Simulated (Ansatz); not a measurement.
Input file:

```
crystal:
  periodic: [false, false, false]
  atoms:
    - symbol: F
      position_ang: [-0.680998, 0.355186, -0.733720]
    - symbol: P
      position_ang: [1.471326, -1.478929, -2.189714]
    - symbol: Si
      position_ang: [-0.648984, -1.170592, -1.415911]
    - symbol: Si
      position_ang: [2.011406, 0.159592, -1.046196]
basis:
  gaussian:
    orbitals: def2-TZVPD
hamiltonian:
  xc: pbe0
output:
  forces: true
  orbitals: {seedname: orbitals}
```

Launched as:

```sh
ansatz run input.yaml --threads 1 --pin off --max-ram 2610MiB --events-out events.jsonl --progress --plain --runs-dir runs
```

Geometry: PBE0-D3(BJ)/def2-SVP.

Method: isolated molecule in a Gaussian basis; Kohn-Sham density functional theory, functional PBE0 in Ansatz.

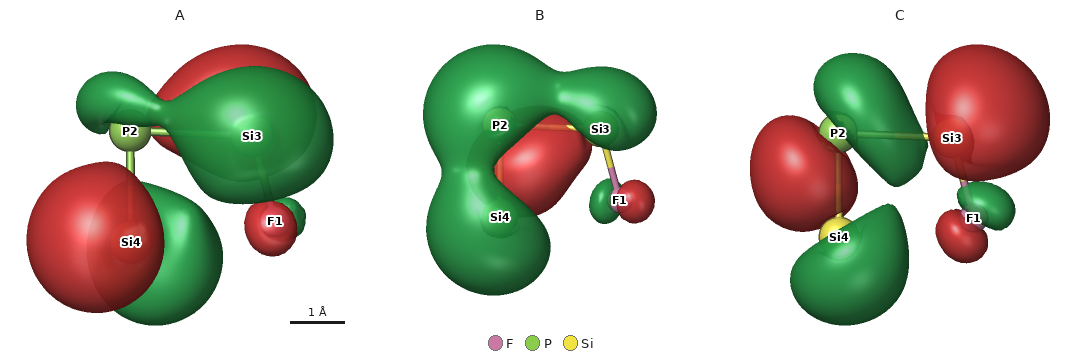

FPSi2 (SMILES F[Si]#P=[Si]). Three frontier orbitals at ±0.08 Å⁻³ᐟ² (green and red are the two phases), in no order.

Question: Which picture is the HOMO−1, the HOMO and the LUMO?

Answer: B is the HOMO−1 (−7.40 eV). It lies mainly on P2 (about 50 %), Si4 (about 35 %) and Si3 (about 15 %). C is the HOMO (−6.66 eV). It lies mainly on Si3 (about 40 %), P2 (about 30 %), Si4 (about 25 %) and F1 (about 5 %). A is the LUMO (−2.95 eV). By Hirshfeld shares it lies mainly on Si3 (about 45 %), Si4 (about 40 %) and P2 (about 10 %).

Question: What is the HOMO–LUMO gap?

Answer: 3.71 eV between the orbital energies.
